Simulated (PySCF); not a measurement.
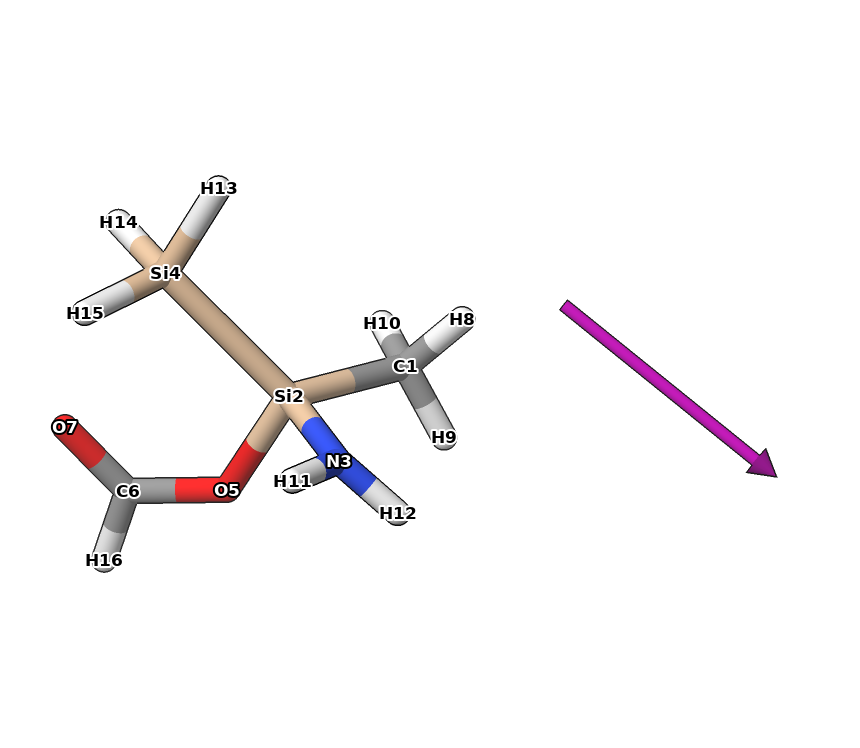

The arrow beside the molecule shows the direction of the dipole moment, from the negative to the positive end (its length means nothing). The geometry was computed by an optimisation with GFN2-xTB. No frequency run is at hand to confirm it as a minimum. Properties computed with PBE0/pcSseg-1, gas phase (PySCF 2.14.0).

Q: How large is the dipole moment?

A: 2.90 D; it points from the side of H14 to the side of H12 (the outermost atoms at the two ends).

The geometry is semi-empirical. Around Si such bond lengths and angles can be off by a tenth of an ångström or more and by several degrees, and values that hang on the shape move with them.
